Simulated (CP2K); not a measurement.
# One shape, several levels: doublet C3H9Sb+

Wanted: a comparison of 4 runs (PM3, GFN2-xTB, PM6, GFN1-xTB) of doublet C3H9Sb+. 

The calculation is run with CP2K 2026.2.

## 1. Starting point

C3H9Sb+: 13 atoms, total charge +1, spin state doublet. As SMILES of the parent species, `C[Sb](C)C`. The coordinates come from a PBE0-D4/def2-TZVP relaxation. That shape belongs to the parent species and isn't relaxed for this state.

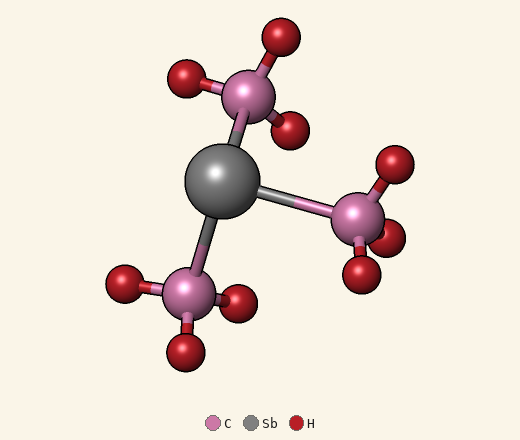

Viewed from a chosen angle; carbon pink, antimony grey, hydrogen red.

## 2. A single-point energy at PM3 (run 1)

The input, job.inp:

```
&GLOBAL
  PROJECT job
  RUN_TYPE ENERGY
  PRINT_LEVEL MEDIUM
&END GLOBAL
&FORCE_EVAL
  METHOD QS
  &DFT
    CHARGE 1
    MULTIPLICITY 2
    UNRESTRICTED_KOHN_SHAM T
    &QS
      METHOD PM3
      EPS_DEFAULT 1.0E-10
      &SE
        &COULOMB
          CUTOFF [angstrom] 50
          RC_RANGE [angstrom] 0
        &END COULOMB
        &EXCHANGE
          CUTOFF [angstrom] 50
          RC_RANGE [angstrom] 0
        &END EXCHANGE
      &END SE
    &END QS
    &POISSON
      PERIODIC NONE
      POISSON_SOLVER ANALYTIC
    &END POISSON
    &SCF
      SCF_GUESS ATOMIC
      EPS_SCF 1.0E-07
      MAX_SCF 100
      ADDED_MOS 8
      &DIAGONALIZATION
        ALGORITHM STANDARD
      &END DIAGONALIZATION
      &MIXING
        METHOD DIRECT_P_MIXING
        ALPHA 0.4
      &END MIXING
    &END SCF
    &PRINT
      &MOMENTS
        PERIODIC F
        REFERENCE COM
        MAX_MOMENT 1
      &END MOMENTS
      &MO ON
        ENERGIES T
        OCCUPATION_NUMBERS T
        NDIGITS 6
        &EACH
          QS_SCF 0
        &END EACH
        ADD_LAST NUMERIC
      &END MO
      &HIRSHFELD OFF
      &END HIRSHFELD
    &END PRINT
  &END DFT
  &SUBSYS
    &CELL
      ABC [angstrom] 15.8 17.1 15.1
      PERIODIC NONE
    &END CELL
    &COORD
      C     -0.627060     1.613630    -0.596750
      Sb     0.652600    -0.078480    -0.986730
      C      1.547960    -0.074710     0.975700
      C     -0.846730    -1.547890    -0.491030
      H     -0.031480     2.527050    -0.572700
      H     -1.133390     1.486100     0.361170
      H     -1.370260     1.702910    -1.390050
      H      0.772940     0.002250     1.739680
      H      2.112440    -0.996110     1.124100
      H      2.230910     0.770880     1.066340
      H     -0.382820    -2.531060    -0.402650
      H     -1.598280    -1.586820    -1.280530
      H     -1.326820    -1.287750     0.453470
    &END COORD
    &TOPOLOGY
      &CENTER_COORDINATES
      &END CENTER_COORDINATES
    &END TOPOLOGY
  &END SUBSYS
&END FORCE_EVAL
```

On the command line:

```sh
OMP_NUM_THREADS=1 cp2k.psmp -i job.inp > job.out 2>&1
```

Standard output:

```text
CP2K| version string:                                       CP2K version 2026.2
[...]
 GLOBAL| Method name                                                        CP2K
[...]
 GLOBAL| Run type                                                         ENERGY
[...]
                             - Atoms:                                         13
[...]
                             - Spherical basis functions:                     25
[...]
 Number of electrons:                                                         13
[...]
     1 P_Mix/Diag. 0.40E+00    0.0     0.45032482       -15.9274070702 -1.59E+01
[...]
    42 DIIS/Diag.  0.45E-07    0.0     0.00000010       -23.3679871427 -1.07E-13
  *** SCF run converged in    42 steps ***
  Core-core repulsion energy [eV]:                           1562.22617511505564
  Core Hamiltonian energy [eV]:                              -894.24825937178775
  Two-electron integral energy [eV]:                        -2607.70636767546284
  Electronic energy [eV]:                                   -2198.10144320951940
  Total energy [eV]:                                         -635.87526809446365
  Atomic reference energy [eV]:                               645.59422115045868
  Heat of formation [kcal/mol]:                               224.12439958108931
[...]
 SE_DIPOLE| Moment [Debye]          0.61878328      -0.07396312      -0.93526379
 SE_DIPOLE| Derivative [a.u.]       0.00000000       0.00000000       0.00000000
 ENERGY| Total FORCE_EVAL ( QS ) energy [hartree]            -23.367987142677279
[...]
```

It took 0.28 s on 1 thread of Arm Neoverse V2, shared host.

## 3. A single-point energy at GFN2-xTB (run 2)

The input, qs.inp:

```
&force_eval
  method Quickstep
  &dft
    charge 1
    multiplicity 2
    uks T
    &qs
      method XTB
      eps_default 1.0E-10
      &xtb
        gfn_type TBLITE
        &tblite
          method GFN2
        &end
        check_atomic_charges F
      &end
    &end
    &poisson
      periodic NONE
      poisson_solver ANALYTIC
    &end
    &scf
      scf_guess ATOMIC
      eps_scf 1.0E-07
      max_scf 150
      added_mos 4
      &diagonalization
        algorithm STANDARD
      &end
      &mixing
        method DIRECT_P_MIXING
        alpha 0.4
      &end
      &smear ON
        method FERMI_DIRAC
        electronic_temperature [K] 300
        fixed_magnetic_moment 1.0
      &end
    &end
    &print
      &moments
        periodic F
        reference COM
        max_moment 1
      &end
      &mo ON
        energies T
        occupation_numbers T
        ndigits 6
        &each
          qs_scf 0
        &end
        add_last NUMERIC
      &end
      &hirshfeld OFF
      &end
    &end
  &end
  &subsys
    &cell
      abc [angstrom] 15.8 17.1 15.1
      periodic NONE
    &end
    &coord
      C     -0.627060     1.613630    -0.596750
      Sb     0.652600    -0.078480    -0.986730
      C      1.547960    -0.074710     0.975700
      C     -0.846730    -1.547890    -0.491030
      H     -0.031480     2.527050    -0.572700
      H     -1.133390     1.486100     0.361170
      H     -1.370260     1.702910    -1.390050
      H      0.772940     0.002250     1.739680
      H      2.112440    -0.996110     1.124100
      H      2.230910     0.770880     1.066340
      H     -0.382820    -2.531060    -0.402650
      H     -1.598280    -1.586820    -1.280530
      H     -1.326820    -1.287750     0.453470
    &end
    &topology
      &center_coordinates
      &end
    &end
  &end
&end

&global
  project_name qs
  run_type ENERGY
  print_level MEDIUM
&end
```

On the command line:

```sh
OMP_NUM_THREADS=1 cp2k.psmp -i qs.inp > qs.out 2>&1
```

Standard output:

```text
CP2K| version string:                                       CP2K version 2026.2
[...]
 GLOBAL| Method name                                                        CP2K
[...]
 GLOBAL| Run type                                                         ENERGY
[...]
                             - Atoms:                                         13
[...]
                             - Spherical basis functions:                     30
[...]
 Number of electrons:                                                         13
[...]
  *** SCF run converged in    20 steps ***
[...]
  Fermi energy:                                                -0.50598443545914
[...]
 TB_DIPOLE| Moment [Debye]         -1.33299101       0.16017130       2.01549922
 TB_DIPOLE| Derivative [a.u.]       0.00000000       0.00000000       0.00000000
[...]
 ENERGY| Total FORCE_EVAL ( QS ) energy [hartree]            -12.726510013891080
[...]
```

Run time: 0.26 s. Hardware: 1 thread of Arm Neoverse V2, shared host.

## 4. A single-point energy at PM6 (run 3)

The input, run.inp:

```
&global
 project run
 run_type ENERGY
 print_level MEDIUM
&end global

&force_eval
 method QUICKSTEP
 &dft
  charge 1
  multiplicity 2
  uks T
  &qs
   method PM6
   eps_default 1.0E-10
   &se
    &coulomb
     cutoff [angstrom] 50
     rc_range [angstrom] 0
    &end coulomb
    &exchange
     cutoff [angstrom] 50
     rc_range [angstrom] 0
    &end exchange
   &end se
  &end qs
  &poisson
   periodic NONE
   poisson_solver ANALYTIC
  &end poisson
  &scf
   scf_guess ATOMIC
   eps_scf 1.0E-06
   max_scf 80
   added_mos 2
   &diagonalization
    algorithm STANDARD
   &end diagonalization
   &mixing
    method DIRECT_P_MIXING
    alpha 0.4
   &end mixing
  &end scf
  &print
   &moments
    periodic F
    reference COM
    max_moment 1
   &end moments
   &mo ON
    energies T
    occupation_numbers T
    ndigits 6
    &each
     qs_scf 0
    &end each
    add_last NUMERIC
   &end mo
   &hirshfeld OFF
   &end hirshfeld
  &end print
 &end dft
 &subsys
  &cell
   abc [angstrom] 13.8 15.1 13.1
   periodic NONE
  &end cell
  &coord
   UNIT bohr
   C     -1.1849717     3.0493188    -1.1276941
   Sb     1.2332353    -0.1483057    -1.8646495
   C      2.9252205    -0.1411814     1.8438058
   C     -1.6000878    -2.9250882    -0.9279122
   H     -0.0594886     4.7754324    -1.0822462
   H     -2.1417967     2.8083220     0.6825124
   H     -2.5894161     3.2180335    -2.6268138
   H      1.4606449     0.0042519     3.2875187
   H      3.9919331    -1.8823751     2.1242411
   H      4.2158089     1.4567521     2.0150906
   H     -0.7234250    -4.7830102    -0.7608982
   H     -3.0203115    -2.9986552    -2.4198510
   H     -2.5073264    -2.4334948     0.8569341
  &end coord
  &topology
   &center_coordinates
   &end center_coordinates
  &end topology
 &end subsys
&end force_eval
```

On the command line:

```sh
OMP_NUM_THREADS=1 cp2k.psmp -i run.inp -o run.out
```

Standard output:

```text
CP2K| version string:                                       CP2K version 2026.2
[...]
 GLOBAL| Method name                                                        CP2K
[...]
 GLOBAL| Run type                                                         ENERGY
[...]
                             - Atoms:                                         13
[...]
                             - Spherical basis functions:                     30
[...]
 Number of electrons:                                                         13
[...]
     1 P_Mix/Diag. 0.40E+00    0.0     0.37209497       -15.6936205615 -1.57E+01
[...]
    17 DIIS/Diag.  0.17E-06    0.0     0.00000046       -22.2993086867 -1.73E-11
  *** SCF run converged in    17 steps ***
  Core-core repulsion energy [eV]:                           1620.90975359312120
  Core Hamiltonian energy [eV]:                              -969.05439510051008
  Two-electron integral energy [eV]:                        -2517.30081380362981
  Electronic energy [eV]:                                   -2227.70480200232487
  Total energy [eV]:                                         -606.79504840920401
  Atomic reference energy [eV]:                               615.65236715045842
  Heat of formation [kcal/mol]:                               204.25463867813124
[...]
 SE_DIPOLE| Moment [Debye]         -0.87686147       0.10535415       1.32600184
 SE_DIPOLE| Derivative [a.u.]       0.00000000       0.00000000       0.00000000
 ENERGY| Total FORCE_EVAL ( QS ) energy [hartree]            -22.299308686684199
[...]
```

Wall time 0.24 s (1 thread of Arm Neoverse V2, shared host).

## 5. A single-point energy at GFN1-xTB (run 4)

The input, qs.inp:

```
&GLOBAL
    PROJECT_NAME qs
    RUN_TYPE ENERGY
    PRINT_LEVEL MEDIUM
&END GLOBAL

&FORCE_EVAL
    METHOD QS
    &DFT
        CHARGE 1
        MULTIPLICITY 2
        SPIN_POLARIZED T
        # Quickstep
        &QS
            METHOD XTB
            EPS_DEFAULT 1.0E-10
            &XTB
                GFN_TYPE 1
                CHECK_ATOMIC_CHARGES F
            &END XTB
        &END QS
        &POISSON
            PERIODIC NONE
            POISSON_SOLVER ANALYTIC
        &END POISSON
        # SCF settings
        &SCF
            SCF_GUESS ATOMIC
            EPS_SCF 1.0E-06
            MAX_SCF 50
            &OT ON
                MINIMIZER DIIS
                PRECONDITIONER FULL_ALL
            &END OT
            &OUTER_SCF
                EPS_SCF 1.0E-06
                MAX_SCF 8
            &END OUTER_SCF
        &END SCF
        # extra output
        &PRINT
            &MOMENTS
                PERIODIC F
                REFERENCE COM
                MAX_MOMENT 1
            &END MOMENTS
            &MO_CUBES
                NLUMO 5
                NHOMO -1
                WRITE_CUBE F
            &END MO_CUBES
            &HIRSHFELD OFF
            &END HIRSHFELD
        &END PRINT
    &END DFT
    &SUBSYS
        # vacuum box
        &CELL
            ABC [angstrom] 19.8 21.1 19.1
            PERIODIC NONE
        &END CELL
        &COORD
            C      8.956625    12.165635     8.778435
            Sb    10.236285    10.473525     8.388455
            C     11.131645    10.477295    10.350885
            C      8.736955     9.004115     8.884155
            H      9.552205    13.079055     8.802485
            H      8.450295    12.038105     9.736355
            H      8.213425    12.254915     7.985135
            H     10.356625    10.554255    11.114865
            H     11.696125     9.555895    10.499285
            H     11.814595    11.322885    10.441525
            H      9.200865     8.020945     8.972535
            H      7.985405     8.965185     8.094655
            H      8.256865     9.264255     9.828655
        &END COORD
    &END SUBSYS
&END FORCE_EVAL
```

On the command line:

```sh
OMP_NUM_THREADS=1 cp2k.psmp -i qs.inp > qs.out 2>&1
```

Standard output:

```text
CP2K| version string:                                       CP2K version 2026.2
[...]
 GLOBAL| Method name                                                        CP2K
[...]
 GLOBAL| Run type                                                         ENERGY
[...]
                             - Atoms:                                         13
[...]
                             - Spherical basis functions:                     39
[...]
 Number of electrons:                                                         13
[...]
     1 OT DIIS     0.15E+00    0.0     0.07670073       -12.9255479974 -1.29E+01
[...]
    14 OT DIIS     0.15E+00    0.0     0.00000090       -13.1662225984 -4.52E-10
  *** SCF run converged in    14 steps ***
[...]
 TB_DIPOLE| Moment [Debye]         -1.23612123       0.14841334       1.86908459
 TB_DIPOLE| Derivative [a.u.]       0.00000000       0.00000000       0.00000000
[...]
 ENERGY| Total FORCE_EVAL ( QS ) energy [hartree]            -13.166222598381552
[...]
```

Wall time 0.44 s (1 thread of Arm Neoverse V2, shared host); peak memory 0.15 GiB.

## 6. All runs side by side

```
run     level  iteration cap  added orbitals  energy (Eh)  HOMO energy (eV)  LUMO energy (eV)  wall time
  1       PM3            100               8   -23.367987            -15.78             -9.55     0.28 s
  2  GFN2-xTB            150               4   -12.726510            -15.84            -15.53     0.26 s
  3       PM6             80               2   -22.299309            -15.76             -7.45     0.24 s
  4  GFN1-xTB             50               –   -13.166223            -17.24                 –     0.44 s
```

## 7. Results

| quantity | value |
| --- | --- |
| run 4: total energy | -13.16622 Eh |
| run 4: HOMO energy (highest over α and β) | -17.24 eV |
| run 4: dispersion energy | -11.92 kJ/mol |

Force-field and semi-empirical energies have zeros of their own, so their totals don't compare. All runs together took 1.2 s, the longest 0.44 s.
